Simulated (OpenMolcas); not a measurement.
## Run report: SeO⁺, relativistic diatomic calculation (part 2 of 2)

The same run, continued: SeO⁺. Method: SA-CASSCF(7,6)/XMS-CASPT2 + RASSI spin-orbit (X2C scalar, AMFI), ANO-RCC-VTZP (OpenMolcas).

### The program's output (extracts), continued
```
++ Dipole transition strengths (spin-free states):
     for osc. strength at least  1.00000000E-05
      From   To        Osc. strength     Einstein coefficients Ax, Ay, Az (sec-1)    Total A (sec-1)
         1    3       1.33847771E-03  0.00000000E+00  0.00000000E+00  9.51431058E+05  9.51431058E+05
         1   12       6.68257800E-03  1.20435910E+03  8.43264459E+06  0.00000000E+00  8.43384895E+06
         1    8       1.97560576E-03  0.00000000E+00  0.00000000E+00  2.98777340E+06  2.98777340E+06
         2    4       1.33847771E-03  0.00000000E+00  0.00000000E+00  9.51431053E+05  9.51431053E+05
         2   12       6.68257787E-03  8.43264442E+06  1.20435905E+03  0.00000000E+00  8.43384878E+06
         2    7       1.97560580E-03  0.00000000E+00  0.00000000E+00  2.98777346E+06  2.98777346E+06
         9   11       9.28826035E-04  9.90022716E+03  2.97613770E+04  0.00000000E+00  3.96616042E+04
        10   11       9.28825996E-04  2.97613732E+04  9.90022602E+03  0.00000000E+00  3.96615992E+04
         3    8       6.51177158E-05  0.00000000E+00  0.00000000E+00  9.73556904E+03  9.73556904E+03
         4    7       6.51177500E-05  0.00000000E+00  0.00000000E+00  9.73557414E+03  9.73557414E+03
 Electric-quadrupole - electric-quadrupole not included
 Electric-dipole - electric-octupole not included
 Electric-dipole - magnetic-quadrupole not included
   Eigenvalues of complex Hamiltonian:
  (Shifted by EMIN (a.u.) =      -2503.0125034776)
 SO State       Relative EMIN(au)   Rel lowest level(eV)    D:o, cm**(-1)      Omega
     1            -0.0030393002        0.0000000000              0.0000         0.5
     2            -0.0030393002        0.0000000000              0.0000         0.5
     3             0.0027434071        0.1573554815           1269.1575         1.5
     4             0.0027434071        0.1573554815           1269.1575         1.5
     5             0.1183089427        3.3020539086          26632.8609         2.5
     6             0.1183089427        3.3020539086          26632.8609         2.5
     7             0.1185062630        3.3074232681          26676.1677         1.5
     8             0.1185062630        3.3074232681          26676.1677         1.5
     9             0.1193050360        3.3291589886          26851.4781         0.5
    10             0.1193050360        3.3291589886          26851.4781         0.5
    11             0.1204794140        3.3611154417          27109.2243         0.5
    12             0.1204794140        3.3611154417          27109.2243         0.5
    13             0.1478939312        4.1071024562          33126.0153         1.5
    14             0.1478939312        4.1071024562          33126.0153         1.5
    15             0.1494076527        4.1482929186          33458.2388         0.5
    16             0.1494076527        4.1482929186          33458.2388         0.5
    17             0.1559983946        4.3276361412          34904.7394         0.5
    18             0.1559983946        4.3276361412          34904.7394         0.5
    19             0.1560958055        4.3302868266          34926.1187         1.5
    20             0.1560958055        4.3302868266          34926.1187         1.5
    21             0.1772949470        4.9071448548          39578.7924         3.5
    22             0.1772949470        4.9071448548          39578.7924         3.5
    23             0.1792402084        4.9600781144          40005.7280         2.5
    24             0.1792402084        4.9600781144          40005.7280         2.5
    25             0.1982442266        5.4772037936          44176.6279         0.5
    26             0.1982442266        5.4772037936          44176.6279         0.5
    27             0.2160082353        5.9605870947          48075.3771         1.5
    28             0.2160082353        5.9605870947          48075.3771         1.5
    29             0.2189753159        6.0413254701          48726.5760         0.5
    30             0.2189753159        6.0413254701          48726.5760         0.5
 Weights of the five most important spin-orbit-free states for each spin-orbit state.
 SO State  Total energy (au)           Spin-free states, spin, and weights
    1        -0.003039       1 0.5  0.4995    2 0.5  0.4995   12 0.5  0.0002    9 1.5  0.0002   10 1.5  0.0002
    2        -0.003039       1 0.5  0.4995    2 0.5  0.4995   12 0.5  0.0002    9 1.5  0.0002   10 1.5  0.0002
    3         0.002743       2 0.5  0.4995    1 0.5  0.4995   11 1.5  0.0004    9 1.5  0.0002   10 1.5  0.0002
    4         0.002743       2 0.5  0.4995    1 0.5  0.4995   11 1.5  0.0004    9 1.5  0.0002   10 1.5  0.0002
    5         0.118309       9 1.5  0.5000   10 1.5  0.5000   11 1.5  0.0000    7 0.5  0.0000    8 0.5  0.0000
    6         0.118309       9 1.5  0.5000   10 1.5  0.5000   11 1.5  0.0000    7 0.5  0.0000    8 0.5  0.0000
    7         0.118506       9 1.5  0.4943   10 1.5  0.4943    3 0.5  0.0033    4 0.5  0.0033    8 0.5  0.0020
    8         0.118506       9 1.5  0.4943   10 1.5  0.4943    3 0.5  0.0033    4 0.5  0.0033    8 0.5  0.0020
    9         0.119305      10 1.5  0.4956    9 1.5  0.4956    4 0.5  0.0022    3 0.5  0.0022    7 0.5  0.0016
   10         0.119305      10 1.5  0.4956    9 1.5  0.4956    4 0.5  0.0022    3 0.5  0.0022    7 0.5  0.0016
   11         0.120479      10 1.5  0.4997    9 1.5  0.4997   11 1.5  0.0006    4 0.5  0.0000    3 0.5  0.0000
   12         0.120479      10 1.5  0.4997    9 1.5  0.4997   11 1.5  0.0006    4 0.5  0.0000    3 0.5  0.0000
   13         0.147894       3 0.5  0.4869    4 0.5  0.4869   11 1.5  0.0183   10 1.5  0.0032    9 1.5  0.0032
   14         0.147894       3 0.5  0.4869    4 0.5  0.4869   11 1.5  0.0183   10 1.5  0.0032    9 1.5  0.0032
   15         0.149408       4 0.5  0.4920    3 0.5  0.4920   11 1.5  0.0096   10 1.5  0.0019    9 1.5  0.0019
   16         0.149408       4 0.5  0.4920    3 0.5  0.4920   11 1.5  0.0096   10 1.5  0.0019    9 1.5  0.0019
   17         0.155998      11 1.5  0.9888    3 0.5  0.0046    4 0.5  0.0046   10 1.5  0.0009    9 1.5  0.0009
   18         0.155998      11 1.5  0.9888    3 0.5  0.0046    4 0.5  0.0046   10 1.5  0.0009    9 1.5  0.0009
   19         0.156096      11 1.5  0.9807    4 0.5  0.0089    3 0.5  0.0089   10 1.5  0.0006    9 1.5  0.0006
   20         0.156096      11 1.5  0.9807    4 0.5  0.0089    3 0.5  0.0089   10 1.5  0.0006    9 1.5  0.0006
   21         0.177295       5 0.5  0.5000    6 0.5  0.5000    7 0.5  0.0000    8 0.5  0.0000    4 0.5  0.0000
   22         0.177295       6 0.5  0.5000    5 0.5  0.5000    7 0.5  0.0000    8 0.5  0.0000    4 0.5  0.0000
   23         0.179240       6 0.5  0.5000    5 0.5  0.5000    7 0.5  0.0000    8 0.5  0.0000   11 1.5  0.0000
   24         0.179240       5 0.5  0.5000    6 0.5  0.5000    7 0.5  0.0000    8 0.5  0.0000   11 1.5  0.0000
   25         0.198244      12 0.5  0.9996    1 0.5  0.0001    2 0.5  0.0001    7 0.5  0.0000    8 0.5  0.0000
   26         0.198244      12 0.5  0.9996    1 0.5  0.0001    2 0.5  0.0001    7 0.5  0.0000    8 0.5  0.0000
   27         0.216008       8 0.5  0.4971    7 0.5  0.4971   10 1.5  0.0018    9 1.5  0.0018    3 0.5  0.0010
   28         0.216008       8 0.5  0.4971    7 0.5  0.4971   10 1.5  0.0018    9 1.5  0.0018    3 0.5  0.0010
   29         0.218975       7 0.5  0.4969    8 0.5  0.4969   10 1.5  0.0018    9 1.5  0.0018    3 0.5  0.0011
   30         0.218975       7 0.5  0.4969    8 0.5  0.4969   10 1.5  0.0018    9 1.5  0.0018    3 0.5  0.0011
++ Dipole transition strengths (SO states):
        for osc. strength at least   1.00000000E-05
      From   To        Osc. strength     Einstein coefficients Ax, Ay, Az (sec-1)    Total A (sec-1)
         1    9       3.44233157E-05  0.00000000E+00  0.00000000E+00  1.65550814E+04  1.65550814E+04
         1   15       1.21225573E-03  0.00000000E+00  0.00000000E+00  9.05195995E+05  9.05195995E+05
         1   25       6.78869227E-03  4.41858763E+06  4.41858772E+06  0.00000000E+00  8.83717534E+06
         1   29       2.33319207E-03  0.00000000E+00  0.00000000E+00  3.69508563E+06  3.69508563E+06
         2   10       3.44233157E-05  0.00000000E+00  0.00000000E+00  1.65550814E+04  1.65550814E+04
         2   16       1.21225573E-03  0.00000000E+00  0.00000000E+00  9.05195995E+05  9.05195995E+05
         2   26       6.78869227E-03  4.41858763E+06  4.41858772E+06  0.00000000E+00  8.83717534E+06
         2   30       2.33319207E-03  0.00000000E+00  0.00000000E+00  3.69508563E+06  3.69508563E+06
         3    7       3.89154625E-05  0.00000000E+00  0.00000000E+00  1.67560460E+04  1.67560460E+04
         3   13       1.38372223E-03  0.00000000E+00  0.00000000E+00  9.36692448E+05  9.36692448E+05
         3   25       6.57447041E-03  4.03681478E+06  4.03681486E+06  0.00000000E+00  8.07362963E+06
         3   27       1.62935502E-03  0.00000000E+00  0.00000000E+00  2.38103116E+06  2.38103116E+06
         4    8       3.89154625E-05  0.00000000E+00  0.00000000E+00  1.67560460E+04  1.67560460E+04
         4   14       1.38372223E-03  0.00000000E+00  0.00000000E+00  9.36692448E+05  9.36692448E+05
         4   26       6.57447041E-03  4.03681478E+06  4.03681486E+06  0.00000000E+00  8.07362963E+06
         4   28       1.62935502E-03  0.00000000E+00  0.00000000E+00  2.38103116E+06  2.38103116E+06
         5   13       1.37675658E-05  1.93589014E+02  1.93589147E+02  0.00000000E+00  3.87178160E+02
         5   19       9.44150124E-04  2.16572576E+04  2.16572728E+04  0.00000000E+00  4.33145304E+04
         6   14       1.37675658E-05  1.93589014E+02  1.93589147E+02  0.00000000E+00  3.87178160E+02
         6   20       9.44150124E-04  2.16572576E+04  2.16572728E+04  0.00000000E+00  4.33145304E+04
         7   17       9.34868479E-04  2.11111194E+04  2.11111590E+04  0.00000000E+00  4.22222784E+04
         8   18       9.34868479E-04  2.11111194E+04  2.11111590E+04  0.00000000E+00  4.22222784E+04
         9   17       9.17528321E-04  1.98461239E+04  1.98460871E+04  0.00000000E+00  3.96922110E+04
        10   18       9.17528321E-04  1.98461239E+04  1.98460871E+04  0.00000000E+00  3.96922110E+04
        11   13       1.23612995E-05  1.49247261E+02  1.49247157E+02  0.00000000E+00  2.98494418E+02
        11   19       8.90399758E-04  1.81453731E+04  1.81453606E+04  0.00000000E+00  3.62907337E+04
        12   14       1.23612995E-05  1.49247261E+02  1.49247157E+02  0.00000000E+00  2.98494418E+02
        12   20       8.90399758E-04  1.81453731E+04  1.81453606E+04  0.00000000E+00  3.62907337E+04
        13   27       5.84844384E-05  0.00000000E+00  0.00000000E+00  8.71822063E+03  8.71822063E+03
        14   28       5.84844384E-05  0.00000000E+00  0.00000000E+00  8.71822063E+03  8.71822063E+03
        15   29       7.21188100E-05  0.00000000E+00  0.00000000E+00  1.12143541E+04  1.12143541E+04
        16   30       7.21188100E-05  0.00000000E+00  0.00000000E+00  1.12143541E+04  1.12143541E+04
 Electric-quadrupole - electric-quadrupole not included
 Electric-dipole - electric-octupole not included
 Electric-dipole - magnetic-quadrupole not included
```

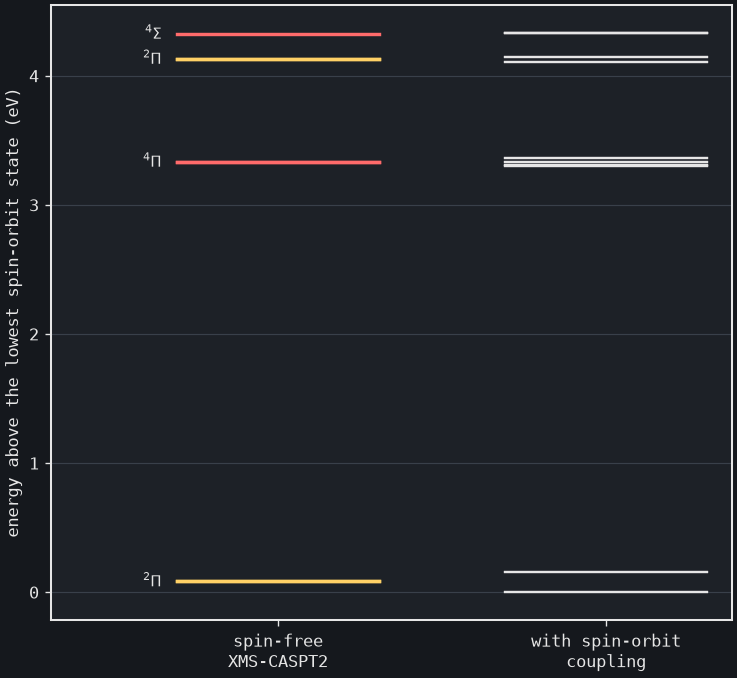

*States up to 4.5 eV at 1.577 Å, without spin-orbit coupling (left, a colour for each spin multiplicity) and with it (right, where close levels merge).*

The spin-free states run ²Π (0.00 eV), ⁴Π (3.25 eV), ²Π (4.05 eV), ⁴Σ (4.24 eV) from the lowest. The lowest spin-orbit levels have |Ω| = 1/2 (0 cm⁻¹), 3/2 (1,269 cm⁻¹), 5/2 (26,633 cm⁻¹), 3/2 (26,676 cm⁻¹), 1/2 (26,851 cm⁻¹).

### Key numbers

- outcome: converged
- lowest spin-free state: ²Π
- lowest spin-orbit level: Ω = 1/2, −2503.01554 hartree
- next level: Ω = 3/2, 1,269 cm⁻¹
- hardware: 1 thread of Intel Xeon (Sapphire Rapids), 192 GiB of memory available, shared host
- wall time: 23 s
- peak memory: 0.27 GiB
